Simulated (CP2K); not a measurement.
# HF/STO-3G run of C2HF (fluoroacetylene)

What is the energy change on altering one bond length of C2HF (fluoroacetylene) at HF/STO-3G? 

Program for the calculation: CP2K 2026.2.

3 further runs of the same task are left out: 3 that didn't finish.

### 1 The system as given

C2HF: 4 atoms, total charge 0, spin state singlet. SMILES: `C#CF`. Geometry: relaxed at PBE0-D4/def2-TZVP.

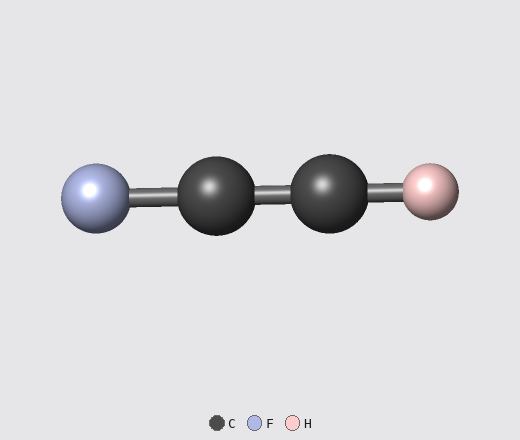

The structure, seen from a chosen angle (carbon dark grey, fluorine light blue, hydrogen pink).

### 2 The energy at HF/STO-3G

job.inp reads:

```
&global
   project job
   run_type ENERGY
   print_level MEDIUM
&end global

&force_eval
   method QS
   &dft
      basis_set_file_name ./sto_3g.basis
      potential_file_name POTENTIAL
      charge 0
      multiplicity 1
      &qs
         method GAPW
         eps_default 1.0E-10
      &end qs
      &mgrid
         cutoff 280
         rel_cutoff 50
         ngrids 4
      &end mgrid
      &poisson
         periodic NONE
         poisson_solver MULTIPOLE
      &end poisson
      &scf
         scf_guess ATOMIC
         eps_scf 1.0E-07
         max_scf 80
         added_mos 5
         &diagonalization
            algorithm STANDARD
         &end diagonalization
         &mixing
            method DIRECT_P_MIXING
            alpha 0.4
         &end mixing
      &end scf
      &xc
         &xc_functional NONE
         &end xc_functional
         &hf
            fraction 1
            &screening
               eps_schwarz 1.0E-10
               screen_on_initial_p F
            &end screening
            &interaction_potential
               potential_type COULOMB
            &end interaction_potential
            &memory
               max_memory 1050
            &end memory
         &end hf
      &end xc
      &print
         &moments
            periodic F
            reference COM
            max_moment 1
         &end moments
         &mo ON
            energies T
            occupation_numbers T
            ndigits 6
            &each
               qs_scf 0
            &end each
            add_last NUMERIC
         &end mo
         &lowdin ON
         &end lowdin
         &hirshfeld OFF
         &end hirshfeld
      &end print
   &end dft
   &subsys
      &cell
         abc [angstrom] 9 9.5 8.6
         periodic NONE
      &end cell
      &coord
         SCALED T
         C    0.45667611   0.55149947   0.46355523
         C    0.53048722   0.46371526   0.52565174
         F    0.60907944   0.37022368   0.59175523
         H    0.39092056   0.62977632   0.40824477
      &end coord
      &kind C
         basis_set STO-3G
         potential ALL
         lebedev_grid 194
         radial_grid 100
      &end kind
      &kind F
         basis_set STO-3G
         potential ALL
         lebedev_grid 194
         radial_grid 100
      &end kind
      &kind H
         basis_set STO-3G
         potential ALL
         lebedev_grid 194
         radial_grid 100
      &end kind
   &end subsys
&end force_eval
```

On the command line:

```
OMP_NUM_THREADS=1 cp2k.psmp -i job.inp > job.out 2>&1
```

Output:

```text
CP2K| version string:                                       CP2K version 2026.2
[...]
 GLOBAL| Method name                                                        CP2K
[...]
 GLOBAL| Run type                                                         ENERGY
[...]
 DFT| Spin restricted Kohn-Sham (RKS) calculation                            RKS
 DFT| Multiplicity                                                             1
[...]
 DFT| Charge                                                                   0
[...]
 QS| Method:                                                                GAPW
[...]
 QS| Density cutoff [a.u.]:                                                140.0
[...]
 QS| Relative density cutoff [a.u.]:                                        25.0
[...]
                             - Atoms:                                          4
[...]
                             - Spherical basis functions:                     16
[...]
 Number of electrons:                                                         22
[...]
     1 P_Mix/Diag. 0.40E+00    0.3     1.36595379      -173.4667367721 -1.73E+02
[...]
    16 DIIS/Diag.  0.61E-07    0.1     0.00000004      -173.3032608650  8.53E-14
  *** SCF run converged in    16 steps ***
[...]
  Overlap energy of the core charge distribution:               0.00008060453941
  Self energy of the core charge distribution:               -164.19935688177000
  Core Hamiltonian energy:                                    -17.18075489691425
  Hartree energy:                                              48.01850732733847
  Exchange-correlation energy:                                  0.00000000000000
  Hartree-Fock Exchange energy:                               -20.90639540725427
[...]
                     Mulliken Population Analysis
 #  Atom  Element  Kind  Atomic population                           Net charge
       1     C        1          6.133776                             -0.133776
       2     C        1          5.897720                              0.102280
       3     F        2          9.082931                             -0.082931
       4     H        3          0.885573                              0.114427
 # Total charge                             22.000000                  0.000000
[...]
  Dipole moment [Debye]
    X= -0.2718621E+00 Y=  0.3417922E+00 Z= -0.2184526E+00  Total=      0.4883160
 ENERGY| Total FORCE_EVAL ( QS ) energy [hartree]           -173.303260864959867
[...]
```

Wall time 3.3 s (1 thread of Arm Neoverse V2, shared host); peak memory 0.42 GiB.

### 3 The distorted shape at the same level

gas.inp reads:

```
&GLOBAL
  PROJECT_NAME gas
  RUN_TYPE ENERGY
  PRINT_LEVEL MEDIUM
&END
&FORCE_EVAL
  METHOD Quickstep
  &DFT
    BASIS_SET_FILE_NAME ./sto_3g.basis
    POTENTIAL_FILE_NAME POTENTIAL
    CHARGE 0
    MULTIPLICITY 1
    &QS
      METHOD GAPW
      EPS_DEFAULT 1.0E-10
    &END
    &MGRID
      CUTOFF 280
      REL_CUTOFF 50
      NGRIDS 4
    &END
    &POISSON
      PERIODIC NONE
      POISSON_SOLVER MULTIPOLE
    &END
    &SCF
      SCF_GUESS ATOMIC
      EPS_SCF 1.0E-07
      MAX_SCF 150
      ADDED_MOS 10
      &DIAGONALIZATION
        ALGORITHM STANDARD
      &END
      &MIXING
        METHOD DIRECT_P_MIXING
        ALPHA 0.4
      &END
    &END
    &XC
      &XC_FUNCTIONAL NONE
      &END
      &HF
        FRACTION 1
        &SCREENING
          EPS_SCHWARZ 1.0E-10
          SCREEN_ON_INITIAL_P F
        &END
        &INTERACTION_POTENTIAL
          POTENTIAL_TYPE COULOMB
        &END
        &MEMORY
          MAX_MEMORY 1050
        &END
      &END
    &END
    &PRINT
      &MOMENTS
        PERIODIC F
        REFERENCE COM
        MAX_MOMENT 1
      &END
      &MO ON
        ENERGIES T
        OCCUPATION_NUMBERS T
        NDIGITS 6
        &EACH
          QS_SCF 0
        &END
        ADD_LAST NUMERIC
      &END
      &LOWDIN ON
      &END
      &HIRSHFELD OFF
      &END
    &END
  &END
  &SUBSYS
    &CELL
      ABC [angstrom] 9.7 10.4 9.1
      PERIODIC NONE
    &END
    &COORD
      UNIT bohr
      C      0.6597714    -0.8300698     0.5302364
      C      1.9151165    -2.4060069     1.5394068
      F      3.2517765    -4.0844049     2.6136972
      H     -1.8005877     2.2615108    -1.4473223
    &END
    &TOPOLOGY
      &CENTER_COORDINATES
      &END
    &END
    &KIND C
      BASIS_SET STO-3G
      POTENTIAL ALL
      LEBEDEV_GRID 194
      RADIAL_GRID 100
    &END
    &KIND F
      BASIS_SET STO-3G
      POTENTIAL ALL
      LEBEDEV_GRID 194
      RADIAL_GRID 100
    &END
    &KIND H
      BASIS_SET STO-3G
      POTENTIAL ALL
      LEBEDEV_GRID 194
      RADIAL_GRID 100
    &END
  &END
&END
```

On the command line:

```
OMP_NUM_THREADS=1 cp2k.psmp -i gas.inp -o gas.out
```

Output:

```text
CP2K| version string:                                       CP2K version 2026.2
[...]
 GLOBAL| Method name                                                        CP2K
[...]
 GLOBAL| Run type                                                         ENERGY
[...]
 *** WARNING in qs_environment.F:2210 :: More added MOs requested than     ***
 *** available. The full set of unoccupied MOs will be used. Use           ***
 *** 'ADDED_MOS -1' to always use all available MOs and to get rid of this ***
[...]
 DFT| Spin restricted Kohn-Sham (RKS) calculation                            RKS
 DFT| Multiplicity                                                             1
[...]
 DFT| Charge                                                                   0
[...]
 QS| Method:                                                                GAPW
[...]
 QS| Density cutoff [a.u.]:                                                140.0
[...]
 QS| Relative density cutoff [a.u.]:                                        25.0
[...]
                             - Atoms:                                          4
[...]
                             - Spherical basis functions:                     16
[...]
 Number of electrons:                                                         22
[...]
     1 P_Mix/Diag. 0.40E+00    0.3     1.21061417      -173.1316235521 -1.73E+02
[...]
    23 DIIS/Diag.  0.36E-07    0.2     0.00000005      -172.9655708067 -8.53E-14
  *** SCF run converged in    23 steps ***
[...]
  Overlap energy of the core charge distribution:               0.00007884362424
  Self energy of the core charge distribution:               -164.19935688177000
  Core Hamiltonian energy:                                    -17.05311284653796
  Hartree energy:                                              48.03470728280494
  Exchange-correlation energy:                                  0.00000000000000
  Hartree-Fock Exchange energy:                               -20.73635587031752
[...]
                     Mulliken Population Analysis
 #  Atom  Element  Kind  Atomic population                           Net charge
       1     C        1          6.112763                             -0.112763
       2     C        1          5.961035                              0.038965
       3     F        2          9.096706                             -0.096706
       4     H        3          0.829495                              0.170505
 # Total charge                             22.000000                  0.000000
[...]
  Dipole moment [Debye]
    X= -0.1347211E+01 Y=  0.1692198E+01 Z= -0.1083264E+01  Total=      2.4190846
 ENERGY| Total FORCE_EVAL ( QS ) energy [hartree]           -172.965570806684298
[...]
```

Run time: 4.8 s. Hardware: 1 thread of Arm Neoverse V2, shared host; peak memory 0.49 GiB.

### 4 Outcome

At HF/STO-3G:

| quantity | value |
| --- | --- |
| first shape: total energy | -173.30326 Eh |
| first shape: dipole moment | 0.49 D |
| first shape: HOMO energy | -9.03 eV |
| first shape: LUMO energy | 11.00 eV |
| first shape: HOMO–LUMO gap | 20.04 eV |
| distorted shape: total energy | -172.96557 Eh |
| distorted shape: dipole moment | 2.42 D |
| distorted shape: HOMO energy | -8.11 eV |
| distorted shape: LUMO energy | 1.06 eV |
| distorted shape: HOMO–LUMO gap | 9.17 eV |
| energy change with the C1–H4 bond stretched from 1.063 to 2.338 Å | 9.189 eV |

In words: One bond (distorted shape) is far stretched, which a spin-restricted single reference describes badly; a broken-symmetry solution may lie lower. With the C1–H4 bond stretched from 1.063 to 2.338 Å the energy rises by 9.19 eV (212 kcal/mol). The first shape isn't relaxed at this level, so the change isn't measured from a minimum. A restricted reference can't describe the breaking bond well at this length. The minimal basis adds a large error of its own.
